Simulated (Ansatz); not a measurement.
# Al3CrN4: what the fields show

Input file:

```
crystal:
  lattice:
    - [0.0021990637, 4.1038209976, -4.1003698004]
    - [4.1060200613, 4.1060200613, 1.0e-10]
    - [4.1038209976, 0.0021990637, -4.1003698004]
  atoms:
    - { symbol: Cr, position: [0.25, 0.75, 0.25], spin: 2.61 }
    - { symbol: Cr, position: [0.25, 0.25, 0.25], spin: 2.61 }
    - { symbol: Al, position: [0.75, 0.75, 0.25] }
    - { symbol: Al, position: [0.75, 0.25, 0.25] }
    - { symbol: Al, position: [0.25, 0.75, 0.75] }
    - { symbol: Al, position: [0.25, 0.25, 0.75] }
    - { symbol: Al, position: [0.75, 0.75, 0.75] }
    - { symbol: Al, position: [0.75, 0.25, 0.75] }
    - { symbol: "N", position: [0.5033638545, -0.0033638545, 0.5033638545] }
    - { symbol: "N", position: [0.5033638545, 0.4966361455, 0.5033638545] }
    - { symbol: "N", position: [-0.0057549273, 0.0, 0.5057549273] }
    - { symbol: "N", position: [-0.0057549273, 0.5, 0.5057549273] }
    - { symbol: "N", position: [0.5057549273, 0.0, -0.0057549273] }
    - { symbol: "N", position: [0.5057549273, 0.5, -0.0057549273] }
    - { symbol: "N", position: [-0.0033638545, 0.0033638545, -0.0033638545] }
    - { symbol: "N", position: [-0.0033638545, 0.5033638545, -0.0033638545] }
basis:
  ecutwfc: 420
kpoints:
  mp_grid: { grid: [8, 8, 8] }
  band_path: { path: [[0.0, 0.0, 0.0], [0.5, 0.0, 0.5]], npoints: 1 }
hamiltonian:
  xc: pbe
scf:
  occupations: { method: gaussian, width: 0.01 }
  n_extra_bands: 11
output:
  forces: true
  stress: true
  eigenvalues: true
  populations: true
  write_density: true
  write_potential: true
  elf: true
  volumetric_format: npy
magnetization:
  spin_polarized: true
```

Run with:

```sh
ansatz run input.yaml --threads 4 --pin off --max-ram 10240MiB --backend cpu --events-out ev --progress --plain --runs-dir out
```

Space group Cmmm; a generated structure, not necessarily the stable one; the SCF solution may not be the lowest one; the program warned that another magnetic order may lie lower; spin-polarised.

These are results of Ansatz, DFT PBE, scalar-relativistic, plane waves, PAW, not measurements.

The density is the valence pseudo-density of a PAW calculation; it isn't the true density close to the nuclei.

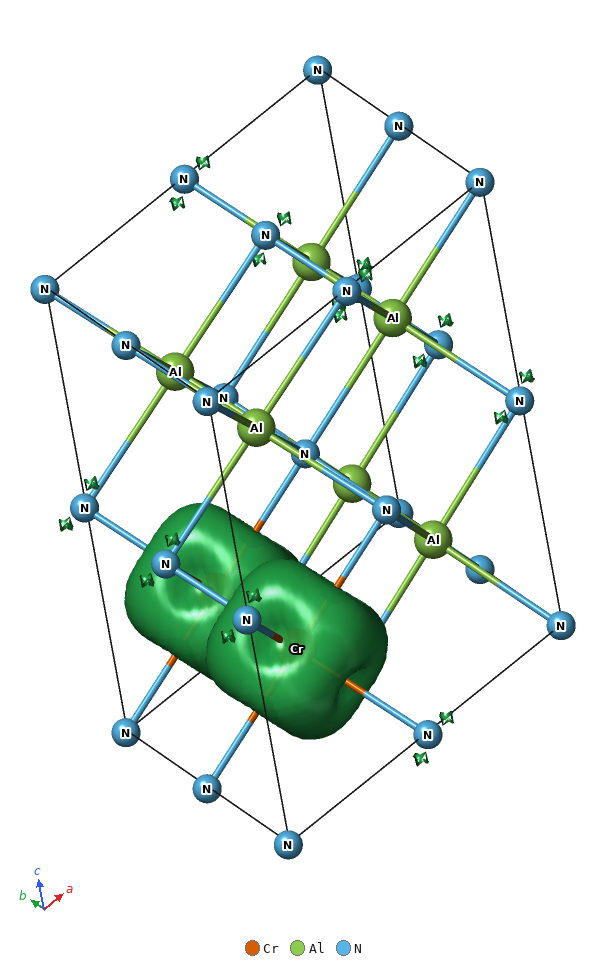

Figure 1. Isosurfaces of the spin density at +0.08 (green) and −0.08 e/Å³ (red), seen slightly off an axis. Sticks mark near contacts.

> Describe the spin distribution.

The spin density sits on Cr: +2.4 μB (×2) in one cell of 16 atoms: parallel moments (a ferromagnetic arrangement) in this solution. The cell of the calculation (16 atoms) carries 6.0 μB of net spin moment. Only one sign reaches the isovalue.

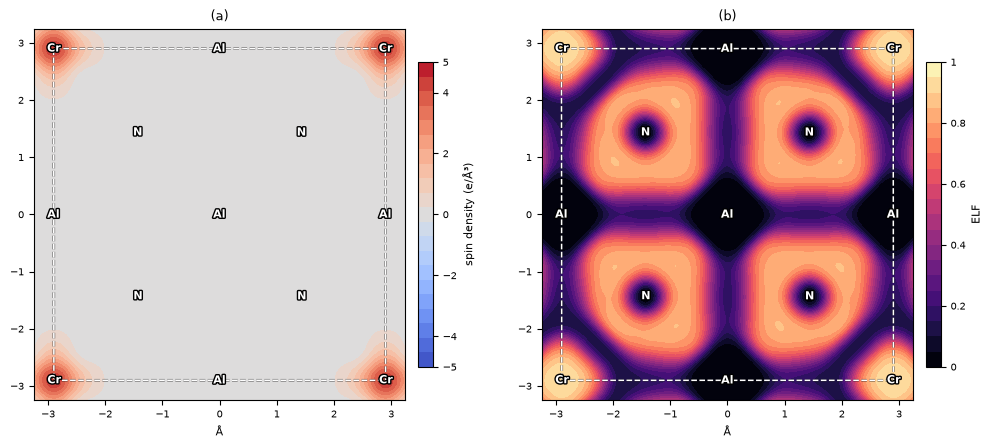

Figure 2. (a) spin density; (b) ELF on the (110) plane of the calculation cell.

> What do the fields say about this system?

- Atoms in the plane: Cr, Al and N.
- Al–N (2.02 Å): the ELF peaks at about 0.85 in the valence shell of N, 0.7 Å from its nucleus, and is about 0.80 at the midpoint.
- Cr–N (2.08 Å): the ELF peaks at about 0.80 in the valence shell of N, 0.7 Å from its nucleus, and is about 0.25 at the midpoint; no shared electron pair shows on this line.
- The features right at Cr lie inside the PAW spheres, where the map follows smoothed inner orbitals and isn't to be read closely.

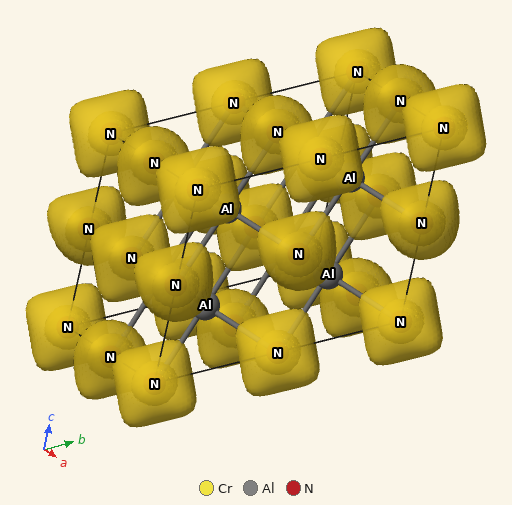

Figure 3. Isosurface of the electron localisation function at 0.75 (yellow), seen slightly off an axis. Core shells and regions of very low density are left out. Sticks mark near contacts.

> Identify the bonds, lone pairs and shells in this picture.

At this value the surface marks out eight regions on N in which the atom's valence shell and bonds are merged, counted in one cell of 16 atoms. Regions shared between cells count once.
